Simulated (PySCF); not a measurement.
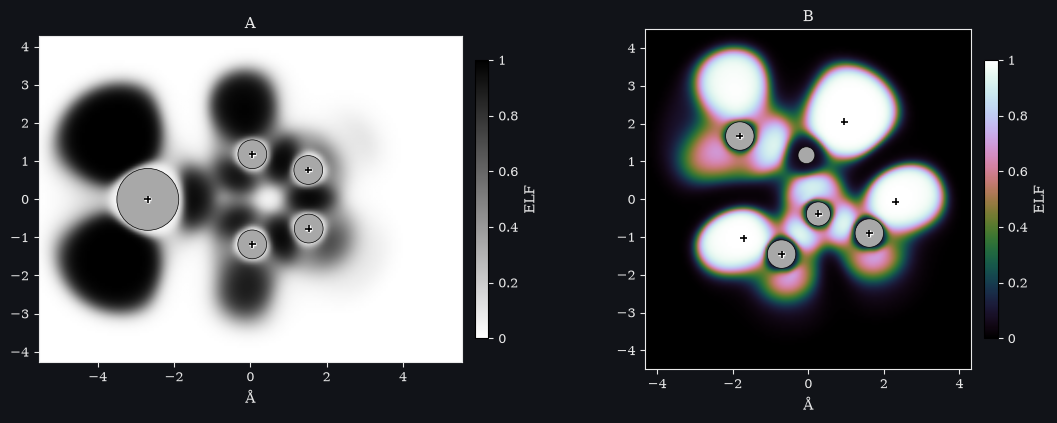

The electron localisation function of 2 systems, each on a plane through atoms (crosses mark nuclei in the plane; grey discs cover the cores).

These are results of PySCF 2.14.0, PBE0/def2-SVPD, SCF density, gas phase, not measurements.

System 1: C5H11AlF (charge −1), the plane of atoms C2, C3 and C4. Geometry: GFN2-xTB.

```xyz
18

F    -1.6224    0.8224   -2.2898
C    -1.3966    0.0059   -1.1768
C    -1.6694    0.7731    0.1244
C    -0.3869    0.6213    0.9584
C     0.3305   -0.6184    0.4081
Al    2.3658   -0.5127    0.7902
C     0.0508   -0.4709   -1.0915
H    -2.0956   -0.8310   -1.3109
H    -1.9031    1.8152   -0.1038
H    -2.5274    0.3412    0.6453
H    -0.6007    0.5386    2.0249
H     0.2593    1.4916    0.8125
H    -0.2401   -1.5010    0.7522
H     2.5908   -0.5240    2.3839
H     3.0942   -1.7550    0.0731
H     2.8213    0.8947    0.1428
H     0.7007    0.3064   -1.5034
H     0.2202   -1.3911   -1.6514
```

System 2: C3H11NSi, the plane of atoms N3, C4 and H11. Geometry: GFN2-xTB.

```xyz
16

C     2.2441   -0.0995   -0.5033
Si    0.8731   -0.4473    0.7562
N    -0.6442   -0.1201    0.0113
C    -0.8626    1.0181   -0.8468
C    -1.8651   -0.5701    0.6289
H     3.1694   -0.5589   -0.1719
H     2.4360    0.9629   -0.6199
H     2.0062   -0.5066   -1.4812
H     0.8180   -1.8714    1.1059
H     1.1615    0.3307    1.9798
H     0.0691    1.3081   -1.3234
H    -1.2546    1.8792   -0.2901
H    -1.5898    0.7619   -1.6238
H    -2.2929    0.1923    1.2919
H    -2.6061   -0.8072   -0.1402
H    -1.6699   -1.4632    1.2153
```

### Which map belongs to which system?

Panel A is system 1, C5H11AlF: the plane holds C and Al. C–C (1.53 Å): the ELF peaks at about 0.95 between the atoms: a covalent bond. Panel B is system 2, C3H11NSi: the plane holds C, N and H. C–N (1.44 Å): the ELF peaks at about 0.95 between the atoms, as expected for a covalent bond.
